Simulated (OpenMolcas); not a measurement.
BeH2: single-point calculation (part 2 of 2)

The same run, continued: BeH2 (beryllium dihydride); CCSD(T)/STO-3G, RHF (OpenMolcas 26.06). A bond length was changed on purpose from its optimised value.

The program's output, continued
```
      ************************************************************************************************************************
      *                                            Wave function control section                                             *
      ************************************************************************************************************************

                                         RASSCF iterations: Energy and convergence statistics
                                         ----------------------------------------------------

          iter iter root      energy       change     param      element    value   shift minimum  type update hh:mm:ss
 Nr of preliminary CI iterations:   1
        1   1    1    1   -15.40734505    0.00E+00   0.00E+00    2   7 1  1.98E-09   0.01   0.00    SX    NO    0:00:00
        2   1    1    1   -15.40734505    2.49E-14   0.00E+00    2   7 1  1.98E-09   0.01   0.00    SX    NO    0:00:00
        3   1    1    1   -15.40734505   -3.73E-14   0.00E+00    2   7 1  1.98E-09   0.01   0.00    SX    NO    0:00:00
        4   1    1    1   -15.40734505    1.60E-14   0.00E+00    2   7 1  1.98E-09   0.01   0.00    SX    NO    0:00:00
      Convergence after  4 iterations
        5   1    1    1   -15.40734505   -3.91E-14   0.00E+00    2   7 1  1.98E-09   0.01   0.00    SX    NO    0:00:00

      Natural orbitals and occupation numbers for root  1

      ************************************************************************************************************************
      *                                                    Final results                                                     *
      ************************************************************************************************************************

++    Final optimization conditions:
      ------------------------------

      Average CI energy                             -15.40734505
      RASSCF energy for state  1                    -15.40734505
      Super-CI energy                                 0.00000000
      RASSCF energy change                           -0.00000000
      Max change in MO coefficients               0.000E+00
      Max non-diagonal density matrix element     0.000E+00
      Maximum BLB matrix element                  1.981E-09
      (orbital pair   2,   7 in symmetry   1)
      Norm of electronic gradient            3.076E-09
--

      Final state energy(ies):
      ------------------------

::    RASSCF root number  1 Total energy:    -15.40734505
      Von Neumann Entropy (Root   1) = -0.00000

      Mulliken population analysis for root number:  1
      -----------------------------------------------

++    Molecular charges:
      ------------------

      Mulliken charges per centre
      ---------------------------

                BE1     H2      H3
      Total    3.8933  1.0443  1.0624

      N-E      0.1067 -0.0443 -0.0624

      Total electronic charge=    6.000000

      Total            charge=   -0.000000
--

      Expectation values of various properties for root number:  1
      -----------------------------------------------------------

++    Molecular properties:
      ---------------------

      Charge (e):
                      =   -0.0000
      Dipole Moment (debye):
      Origin of the operator (angstrom)=    0.4855    0.6414    0.3370
                   X=  2.1655E-01               Y=  2.8100E-01               Z=  1.4970E-01           Total=  3.8505E-01
      Quadrupole Moment (debye*angstrom):
      Origin of the operator (angstrom)=    0.4855    0.6414    0.3370
                  XX= -7.6117E+00              XY= -1.8164E+00              XZ= -9.5195E-01              YY= -8.6481E+00
                  YZ= -1.2615E+00              ZZ= -6.9022E+00
      In traceless form (debye*angstrom)
                  XX=  1.6338E-01              XY= -2.7246E+00              XZ= -1.4279E+00              YY= -1.3911E+00
                  YZ= -1.8922E+00              ZZ=  1.2277E+00
--

      Canonical orbitals are written to the RASORB file
      Natural orbitals for root   1 are written to the RASORB.1 file
      Spin density orbitals for root   1 are written to the SPDORB.1 file

--- Stop Module: rasscf /rc=_RC_ALL_IS_WELL_ ---

--- Start Module: motra ---

                                               &MOTRA

                       available to each process: 1.9 GB of memory, 1 thread

      *** WARNING: Default frozen orbitals is overwritten by user input.
      *** Default values:   1

      Header of the integral files:

      Header of MO coefficients source file:
      JOBIPH

      Cartesian coordinates in angstrom:
      -----------------------------------------------------
      No.  Label        X            Y            Z
      -----------------------------------------------------
       1   BE1        0.53449000   0.70583000   0.37091500
       2   H2         1.24450000   1.64831000   0.86420500
       3   H3        -0.71122000  -0.94184000  -0.49387000
      -----------------------------------------------------
      Nuclear repulsion energy =    2.75069811

      Orbital specifications:
      -----------------------

      Symmetry species:              1
      Number of basis functions:     7
      Frozen orbitals:               0
      Deleted orbitals:              0
      Number of orbitals used:       7

       SYMMETRY  BASIS FUNCTIONS       ORBITALS      INTEGRALS   CPU(SEC)  I/O(SEC)
        1 1 1 1    7   7   7   7     7   7   7   7         406       0.00      0.00

       TOTAL CPU TIME(SEC)    0.00TOTAL I/O TIME(SEC)    0.00

--- Stop Module: motra /rc=_RC_ALL_IS_WELL_ ---

--- Start Module: ccsdt ---

                                               &CCSDT

                       available to each process: 1.9 GB of memory, 1 thread

      Standard Fortran IO handling used
      Integrals for CCSD will be produced
      Integrals for Noniterative T3 will be produced
      RHF closed shell reference function

      Actual numbers of frozen and deleted orbitals :
      -----------------------------------------------

      Symmetry species                           1
      Frozen orbitals                            0
      Deleted orbitals                           0

      Wave function specifications from previous RASSCF:
      --------------------------------------------------

      Number of closed shell electrons           6
      Number of electrons in active shells       0
      Max number of holes in RAS1 space          0
      Max number of electrons in RAS3 space      0
      Number of inactive orbitals                3
      Number of active orbitals                  0
      Number of secondary orbitals               4
      Spin quantum number                      0.0
      State symmetry                             1
      Number of configuration state fnc.         1
      Number of root(s) available                1
      CI root used                               1
      This is a closed shell RHF reference function

      Orbital specifications from previous RASSCF:
      --------------------------------------------

      Symmetry species                           1
      Frozen orbitals                            0
      Inactive orbitals                          3
      Active orbitals                            0
      Secondary orbitals                         4
      Deleted orbitals                           0
      Number of basis functions                  7

      SCF energy:    -15.40734505
      -----------

      Required WRK size-sum :                 1412

      Wave function specifications:
      -----------------------------

      Spin mutiplicity                           1
      State symmetry                             1

      Orbital specifications:
      -----------------------

      Symmetry species                           1
      Total no. of orbitals                      7
      No. of occupied orbitals with alpha spin   3
      No. of occupied orbitals with beta spin    3
      No. of virtual orbitals with alpha spin    4
      No. of virtual orbitals with beta spin     4

      Methods and options:
      --------------------

      Max no. of iterations                  80
      Type of denominators                  diagonal Fock matrix elements
      energy convergence criterium                0.00000001000000

 DIIS EXTRAPOLATION USED     : YES
 FIRST ITERATION OF EXT.     :  5
 EXTRAPOLATION CYCLE         :  4

 SPIN ADAPTATION             : NONE
 RST. INF. WILL BE SAVED IN  : RSTART
 PREFERENCE MATRIX MULT.     : NORMAL
 DENOMINATOR SHIFT FOR OCC.  :      0.00000
 DENOMINATOR SHIFT FOR VIRT. :      0.00000
 LEVEL OF OUTPUT PRINTING    : MINIMAL
 INPUT/OUTPUT HANDLING       : Standard SQ
 MATRIX OPERATIONS           : ESSL

  nProcs, myRank                    1                    0
  Basic Work space requirements    :                 1787
  Max Size            232498275
  Final Work space requirements    :                 1885
  Allocation of work space   : Done

      Iteration       Total enegy      Corr. energy      Difference
          1          -15.45169997      -0.04435493      -0.04435493
          2          -15.47039323      -0.06304819      -0.01869326
          3          -15.47859209      -0.07124705      -0.00819886
          4          -15.48217368      -0.07482863      -0.00358158
          5          -15.48498138      -0.07763633      -0.00280770
          6          -15.48503099      -0.07768594      -0.00004961
          7          -15.48502291      -0.07767786       0.00000808
          8          -15.48502396      -0.07767891      -0.00000105
          9          -15.48502417      -0.07767912      -0.00000021
         10          -15.48502447      -0.07767942      -0.00000030
         11          -15.48502455      -0.07767950      -0.00000008
         12          -15.48502456      -0.07767951      -0.00000000
      Convergence after                    13  Iterations

      Total energy (diff) :     -15.48502456      -0.00000000
      Correlation energy  :        -0.0776795062103
      Reference energy    :       -15.4073450489271
      E1aa   contribution :       0.00000000
      E1bb   contribution :       0.00000000
      E2aaaa contribution :      -0.00018984
      E2bbbb contribution :      -0.00018984
      E2abab contribution :      -0.07729982

 Five largest amplitudes of :T1aa
  SYMA   SYMB   SYMI   SYMJ     A      B      I      J     VALUE
    1      0      1      0      3      0      3      0    -0.0188840204
    1      0      1      0      3      0      2      0    -0.0117170221
    1      0      1      0      4      0      3      0     0.0040328952
    1      0      1      0      4      0      2      0     0.0007415791
    1      0      1      0      1      0      3      0     0.0003701716
 Euclidian norm is :     0.0226051364

 Five largest amplitudes of :T1bb
  SYMA   SYMB   SYMI   SYMJ     A      B      I      J     VALUE
    1      0      1      0      3      0      3      0    -0.0188840204
    1      0      1      0      3      0      2      0    -0.0117170221
    1      0      1      0      4      0      3      0     0.0040328952
    1      0      1      0      4      0      2      0     0.0007415791
    1      0      1      0      1      0      3      0     0.0003701716
 Euclidian norm is :     0.0226051364

 Five largest amplitudes of :T2aaaa
  SYMA   SYMB   SYMI   SYMJ     A      B      I      J     VALUE
    1      1      1      1      4      3      3      2    -0.0112770063
    1      1      1      1      4      3      3      1     0.0002815794
    1      1      1      1      4      1      3      2     0.0001642187
    1      1      1      1      4      3      2      1     0.0000419302
    1      1      1      1      3      1      3      2     0.0000134568
 Euclidian norm is :     0.0112818030

 Five largest amplitudes of :T2bbbb
  SYMA   SYMB   SYMI   SYMJ     A      B      I      J     VALUE
    1      1      1      1      4      3      3      2    -0.0112770063
    1      1      1      1      4      3      3      1     0.0002815794
    1      1      1      1      4      1      3      2     0.0001642187
    1      1      1      1      4      3      2      1     0.0000419302
    1      1      1      1      3      1      3      2     0.0000134568
 Euclidian norm is :     0.0112818030

 Five largest amplitudes of :T2abab
  SYMA   SYMB   SYMI   SYMJ     A      B      I      J     VALUE
    1      1      1      1      3      3      3      3    -0.3207967451
    1      1      1      1      4      4      2      2    -0.0701441246
    1      1      1      1      4      3      3      3    -0.0507424226
    1      1      1      1      3      4      3      3    -0.0507424226
    1      1      1      1      2      2      2      2    -0.0377561935
 Euclidian norm is :     0.3529034331

      Happy Landing!

  **********************************
   Triples Contribution Calculation
  **********************************

 NORB   7
 NOA    3
 NOB    3
 NVA    4
 NVB    4

 NUMBER OF IRREPS             :  1
 MULTIPLICITY                 :  1
 OVERALL SYMMETRY STATE       :  1
 METHOD                       : CCSD+T(CCSD)+<T3(1)WT1> = CCSD(T)
 TYPE OF DENOMINATOR          : DIAGONAL
 SPIN ADAPTATION             : NONE
 CCSD RESULTS LOAD FROM FILE : RSTART
 PREFERENCE MATRIX MULT.     : NORMAL
 DENOMINATOR SHIFT FOR OCC.  :  0.00000E+00
 DENOMINATOR SHIFT FOR VIRT. :  0.00000E+00
 LEVEL OF OUTPUT PRINTING    : MINIMAL
 INPUT/OUTPUT HANDLING       : Standard SQ
 MATRIX HANDLING             : ESSL
 IJ CYCLE SEGMENTED          : NO

  Work space requirements :                 1214
  Allocation of work space : Done
       CCSD     =       -15.4850245551373
       T3 corr. =        -0.0007814385835
       CCSD + T3=       -15.4858059937209
  T3 energy decomposition into spin parts
  Eaaa =  -3.7762895251952225E-014
  Eaab =  -3.9071929172455140E-004
  Eabb =  -3.9071929172455140E-004
  Ebbb =  -3.7762895251952282E-014

      Happy Landing!

--- Stop Module: ccsdt /rc=_RC_ALL_IS_WELL_ ---

.##################.
.# Happy landing! #.
.##################.

    Timing: Wall=1.86 User=1.37 System=0.47
```

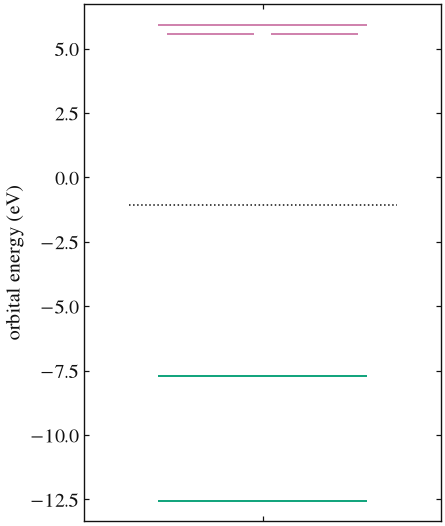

Figure 1. Orbital energies near the frontier (SCF reference); the dotted line parts filled from empty levels, and levels within 0.02 eV of each other stand side by side. Highest filled −7.71 eV, lowest empty 5.58 eV, 13.29 eV apart.

The run was set up as follows.

The input
```
&GATEWAY
 BasLib = $CurrDir
 Coord = mol.xyz
 Basis = STO-3G
 Group = NoSym

&SEWARD

&SCF
 Thresholds = 1e-10 1e-07 1e-07 1e-05
 PrOrbitals = 1 1

&RASSCF
 FileOrb = $Project.ScfOrb
 Spin = 1
 Nactel = 0 0 0
 Inactive = 3
 Ras2 = 0
 OutOrbitals = Canonical
 OrbListing = Nothing

&MOTRA
 JobIph
 Frozen = 0

&CCSDT
 CCT
 Triples = 2
 Iterations = 80
 Accuracy = 1e-08
 Extrapolation = 5 4
```

File mol.xyz
```
3

Be     0.534490     0.705830     0.370915
H      1.244500     1.648310     0.864205
H     -0.711220    -0.941840    -0.493870
```

Command:
```bash
export MOLCAS_MEM=1860
pymolcas calc.inp > calc.log
```

Results in brief

```tsv
quantity	value
outcome	converged
total energy	−15.485806 hartree
SCF energy	−15.407345 hartree
CCSD energy	−15.485025 hartree
correlation energy	−0.078461 hartree
(T) correction	−0.000781 hartree
basis functions	7
HOMO of the SCF reference	−7.71 eV
LUMO of the SCF reference	5.58 eV
hardware	1 thread of Arm Neoverse V1, 24 GiB of memory available, shared host
wall time	2.1 s
peak memory	0.37 GiB
```
